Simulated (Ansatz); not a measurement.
## Frequency calculation of Si2H5O

Si2H5O, multiplicity 2, SMILES [SiH2]O[SiH3], computed with HF/6-31G*, UHF (Ansatz 0.2.0).

The geometry was optimised with HF/6-31G*. Figures and captions count atoms from 1; the log counts them from 0 in places.

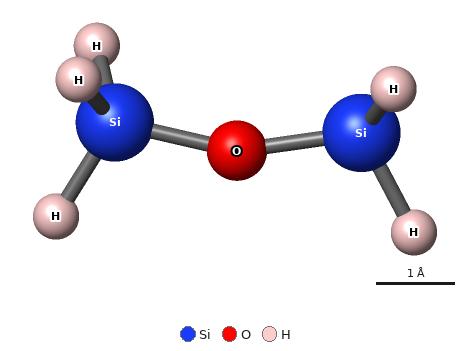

**Figure 1.** The input geometry (ball-and-stick view, seen at a tilt).

Input:
```yaml
crystal:
  periodic: [false, false, false]
  atoms:
    - {symbol: Si, position_ang: [-1.304089, 0.942140, -0.896990]}
    - {symbol: O, position_ang: [-0.199188, -0.074759, -0.255033]}
    - {symbol: Si, position_ang: [0.801368, -0.728924, 0.853705]}
    - {symbol: H, position_ang: [-1.851771, 0.351680, -2.134753]}
    - {symbol: H, position_ang: [-0.683321, 2.249158, -1.203595]}
    - {symbol: H, position_ang: [1.178444, -2.086299, 0.427010]}
    - {symbol: H, position_ang: [0.132287, -0.802169, 2.166188]}
    - {symbol: H, position_ang: [2.018469, 0.092173, 0.987568]}
basis:
  gaussian:
    orbitals: "6-31G*"
magnetization:
  spin_polarized: true
  initial_magnetization: 1
hamiltonian:
  xc: hf
phonons:
  temperatures:
    t_min: 298.15
    t_max: 298.15
    t_step: 1
```

Hardware: 1 thread of Arm Neoverse N1, 112 GiB of memory available, shared host.

Launch command:
```bash
ansatz run molecule.yaml --threads 1 --pin off --max-ram 3480MiB --events-out events.jsonl --progress --plain --runs-dir runs
```

What the program printed:
```
Functional definition: HF
  name "HF"
  exchange = exact_x
  correlation = 0
656 factors; integrals over basis functions are off by at most 6.4e-4 eV
mean field evaluation 1: about -17838.0306 eV, gradient 2.4e1 eV
mean field evaluation 2: about -17838.0937 eV, gradient 2.4e1 eV
mean field evaluation 4: about -17840.6906 eV, gradient 2.3e0 eV
mean field evaluation 8: about -17840.7499 eV, gradient 1.7e-1 eV
mean field -17840.75069599 eV, -655.6354951823 hartree, gradient 3.1e-5 eV, S^2 0.752468; 0 other end points of the search recorded, 0 dependent functions left out
the calculation of the forces begins
reference -17840.75069599 eV, -655.6354951823 hartree; 21, 20 occupied and 42, 43 virtual orbitals, 656 factors
these checks for a lower state are left out or cut short: stability, starts, cluster_reference, orbital_swaps, neighbouring_geometries, increment
656 factors; integrals over basis functions are off by at most 6.4e-4 eV
mean field evaluation 16: about -17840.7506 eV, gradient 3.7e-5 eV
mean field -17840.75060514 eV, -655.6354918438 hartree, gradient 2.2e-6 eV, S^2 0.752468; 0 other end points of the search recorded, 0 dependent functions left out
[... from here on the field's lines of each further geometry are left out, up to the last ...]
the calculation of the forces begins
reference -17840.75068756 eV, -655.6354948728 hartree; 21, 20 occupied and 42, 43 virtual orbitals, 656 factors
these checks for a lower state are left out or cut short: stability, starts, cluster_reference, orbital_swaps, neighbouring_geometries, increment
656 factors; integrals over basis functions are off by at most 6.4e-4 eV
mean field -17840.75068685 eV, -655.6354948466 hartree, gradient 2.6e-6 eV, S^2 0.752468; 0 other end points of the search recorded, 0 dependent functions left out
the calculation of the forces begins
reference -17840.75068685 eV, -655.6354948466 hartree; 21, 20 occupied and 42, 43 virtual orbitals, 656 factors
Total energy: -17840.75069599 eV, -655.6354951823 hartree
Atom 0 at    -1.304089     0.942140    -0.896990 Å, force    -0.001038     0.000998    -0.000703 eV/Å
Atom 1 at    -0.199188    -0.074759    -0.255033 Å, force     0.000882    -0.000869     0.000724 eV/Å
Atom 2 at     0.801368    -0.728924     0.853705 Å, force    -0.000116    -0.000072    -0.000260 eV/Å
Atom 3 at    -1.851771     0.351680    -2.134753 Å, force     0.000027     0.000026    -0.000013 eV/Å
Atom 4 at    -0.683321     2.249158    -1.203595 Å, force    -0.000023    -0.000049    -0.000021 eV/Å
Atom 5 at     1.178444    -2.086299     0.427010 Å, force     0.000130    -0.000007     0.000015 eV/Å
Atom 6 at     0.132287    -0.802169     2.166188 Å, force     0.000135     0.000063     0.000113 eV/Å
Atom 7 at     2.018469     0.092173     0.987568 Å, force     0.000003    -0.000090     0.000146 eV/Å
Dipole moment:    -0.038146     0.039199     0.075749 e Å
Vibrations: 33.51 44.30 70.19 598.76 767.94 797.75 807.66 893.57 1020.97 1054.71 1056.40 1096.48 1197.97 2344.19 2365.03 2381.08 2389.72 2406.81 cm⁻¹, zero-point energy 1.322108 eV
```

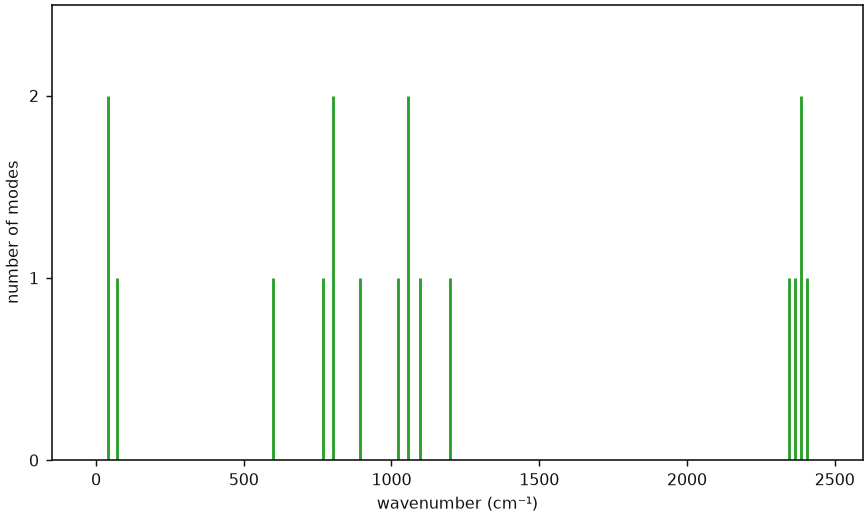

**Figure 2.** Harmonic vibrational wavenumbers from the force constants; neighbouring modes closer than 11 cm⁻¹ are counted in one stick. 18 modes from 34 to 2407 cm⁻¹, none imaginary.

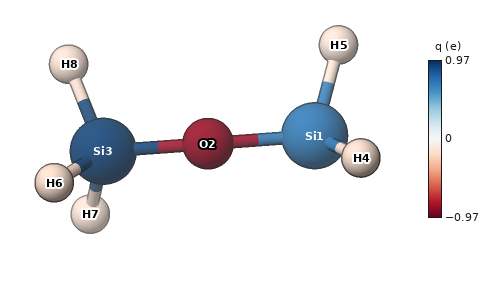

**Figure 3.** Mulliken charges, as the colour of each atom (ball-and-stick view, seen at a tilt; atoms are numbered from 1 in the order of the input; Mulliken charges depend strongly on the basis). By element: Si +0.70 to +0.92, O −0.84 and H −0.17 to −0.14 e.

Key numbers:

| quantity | value |
| --- | --- |
| outcome | converged |
| total energy | −655.635495 hartree |
| basis functions | 63 |
| largest force | 0.002 eV/Å |
| ⟨S²⟩ | 0.752 |
| zero-point energy | 0.048587 hartree |
| dipole moment | 0.45 D |
| wavenumbers, lowest and highest | 34 and 2407 cm⁻¹ |
| wall time | 66 s |
| peak memory | 0.12 GiB |
